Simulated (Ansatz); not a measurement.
```
CELL_PARAMETERS angstrom
5.77402 0.00000 0.00000
-2.88701 5.00045 0.00000
0.00000 0.00000 5.98388
ATOMIC_POSITIONS crystal
Sn 0.32912 0.00000 0.00000
Sn 0.32912 0.32912 0.50000
Sn 0.00000 0.32912 0.00000
Sn 0.67088 0.00000 0.50000
Sn 0.67088 0.67088 0.00000
Sn 0.00000 0.67088 0.50000
O 0.33333 0.66667 0.25000
O 0.66667 0.33333 0.75000
```

Space group P6₃22.

Theory: DFT PBEsol, scalar-relativistic, plane waves, PAW (Ansatz 0.2.0).

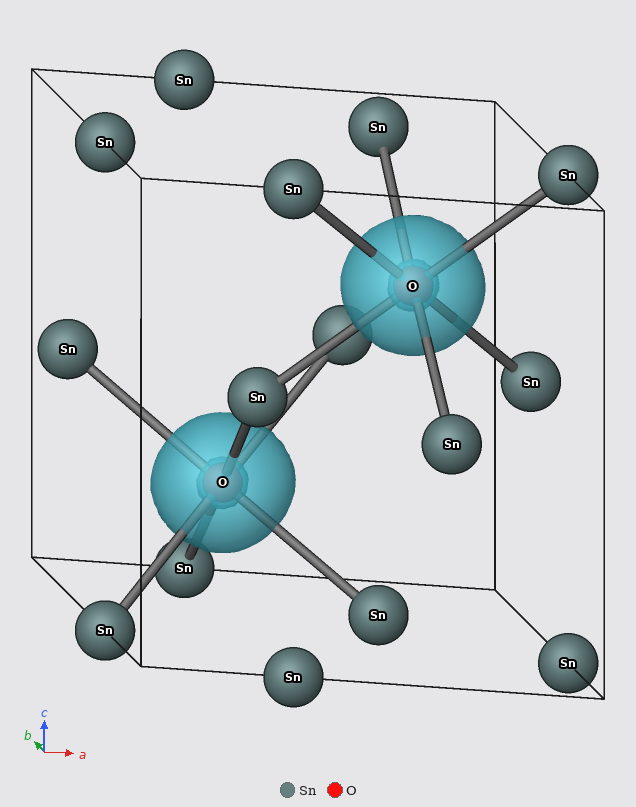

Sn3O. Isosurface of the ELF at 0.65 (cyan), seen slightly off an axis. Only the valence region is drawn (cores and ρ < 0.01 e/Å³ removed). Sticks mark near contacts.

Core electrons are frozen (PAW), and the valence fields are smoothed inside the atomic spheres.

### Describe the localisation domains.

The ELF exceeds this value in two regions wrapped around O (the valence shell of each), counted in one cell of 8 atoms. Regions shared between cells count once. Along the contacts the grid gives the following. Sn–O (2.45 Å): the ELF is about 0.20 at the midpoint; no localised pair shows between them.
